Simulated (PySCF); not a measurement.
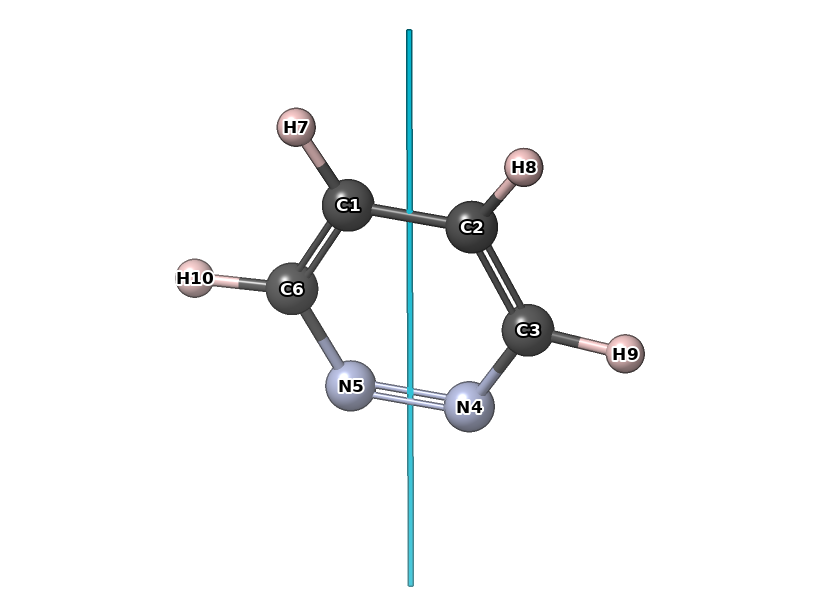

A line through the centre of mass is drawn in. Atoms fade into the background with distance from the viewer. Computed geometry: PBE0-D3(BJ)/def2-TZVP optimisation. No frequency run is at hand to confirm it as a minimum.

> Is the line a proper rotation axis of the structure, and of what order?

Yes, a C2 axis. A turn by 180° leaves no atom in place and moves C1 ↔ C2; C3 ↔ C6; N4 ↔ N5; H7 ↔ H8; H9 ↔ H10. The point group is C2v.
